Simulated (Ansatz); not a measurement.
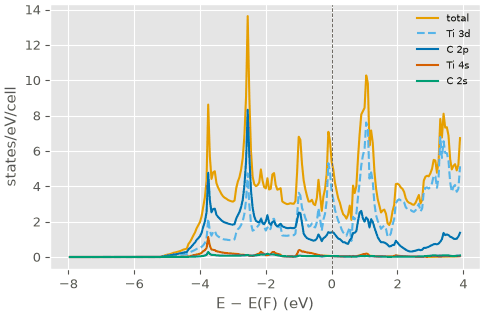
*Total and projected density of states of TiC in space group Pm-3m (No. 221; Ti on 3c, C on 3d), PBEsol (plane waves, PAW; program Ansatz)*

**Question.** Which orbitals carry the states next to the Fermi level?

**Answer.** Within 0.5 eV of the Fermi level: Ti 3d 64 %, C 2p 29 %. Projections are on Löwdin-orthogonalised atomic valence shells; empty p or d shells of many metals are not among them.

**Question.** Where is the tallest occupied peak in this window, and what makes it?

**Answer.** Near -2.5 eV, about 14 states/eV per cell; the largest projected share is C 2p.

The start of the workflow was typed in or built on a structure type; neither database checked (COD, Materials Project) lists it. It is not the phase usual at ambient conditions (space group No. 225). Symmetry was held in the PBEsol relaxation; its stability against distortions is not shown here. No spin polarisation was allowed. Its formation energy is positive at this level, so the cell may be metastable or incomplete.

Potentials: the earlier of the program's two PAW sets. The files were generated under PBE; for other functionals the program regenerates the frozen cores, and for LDA and PBEsol the local potential too.
